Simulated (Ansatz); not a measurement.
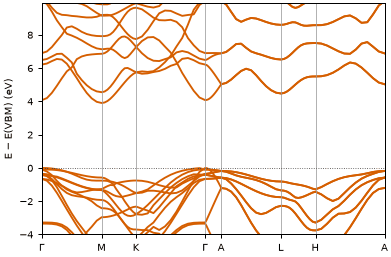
*Band structure from plane-wave PAW PBEsol (Ansatz code)*

Q: Read off the gap and where the band edges lie.

A: About 3.9 eV (3.90 eV by a search for the band edges); maximum at Γ, minimum at M.

The material is AlN in space group P6_3mc (No. 186; Al on 2a, Al on 2b, N on 2a, N on 2b).

A made-up cell: these elements were put on the sites of a structure type. Its sites differ from those of the usual phase in this space group: another stacking or structure type. The cell was relaxed with PBEsol under the symmetry of its start; whether a distortion lowers the energy is not shown.

Potentials: the later of the program's two PAW sets.
